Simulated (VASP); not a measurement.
Band structure of TlAs (relaxed from the rock salt structure, space group Fm-3m). Method: PBEsol GGA, VASP's PBE PAW potentials (set 64) (plane waves; VASP 6.6.1).

Unless said otherwise, spin-orbit coupling is left out, though it shifts the bands of the heavy elements here.

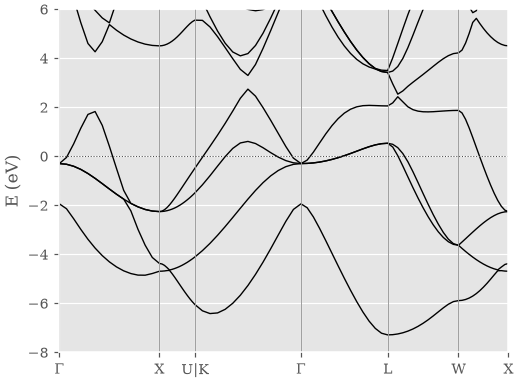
Figure: Bands along high-symmetry lines, zero at the valence-band maximum or, without a gap, the Fermi level

Read the plot: is there a gap, and where are the band edges?

It has no gap at this level: it comes out as a metal or semimetal. (Edges off the drawn lines would not show.)

The structure was generated: TlAs was put into the rock salt type (Fm-3m), which need not be its known phase. It was relaxed first.
